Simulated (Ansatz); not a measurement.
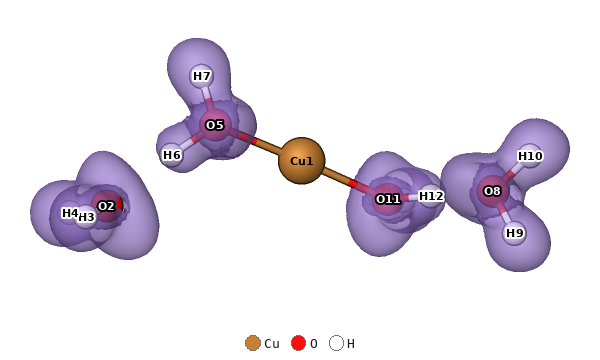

CuH$_{4}$O$_{2}$···H$_{2}$O···H$_{2}$O (charge +1). Isosurface of the ELF at 0.75 (purple), seen at an oblique angle. Only the valence region is drawn (cores and ρ < 0.01 e/Å³ removed).

Geometry: r2SCAN-D4/def2-SVP.

Method: Ansatz 0.2.0, RKS PBE0-D4/def2-TZVP.

| atom | x (Å) | y (Å) | z (Å) |
| --- | --- | --- | --- |
| Cu | 0.0105 | -0.0421 | 0.5811 |
| O | 3.5192 | 1.0064 | -0.6437 |
| H | 3.7579 | 1.5139 | -1.4319 |
| H | 4.3561 | 0.7361 | -0.2414 |
| O | 1.2691 | 1.3253 | 0.5502 |
| H | 2.1724 | 1.2248 | 0.1121 |
| H | 1.3370 | 1.9899 | 1.2482 |
| O | -3.5292 | -0.9370 | -0.5671 |
| H | -3.8105 | -1.4037 | -1.3667 |
| H | -4.3441 | -0.6699 | -0.1200 |
| O | -1.2517 | -1.4074 | 0.5266 |
| H | -2.1688 | -1.2562 | 0.1349 |
| H | -1.3180 | -2.0800 | 1.2175 |

> What do the ELF domains correspond to?

At this value the surface marks out four joined regions spread over several atoms (H, O), in which their bonds and any lone pairs are merged. Profiles from the grid: O2···H6 (1.56 Å): the ELF dips to about 0.20 between them: by its geometry a hydrogen bond between the two molecules, with no shared pair. Cu–O (1.86 Å): the ELF peaks at about 0.90 in the valence shell of O, 0.5 Å from its nucleus, and is about 0.15 at the midpoint.
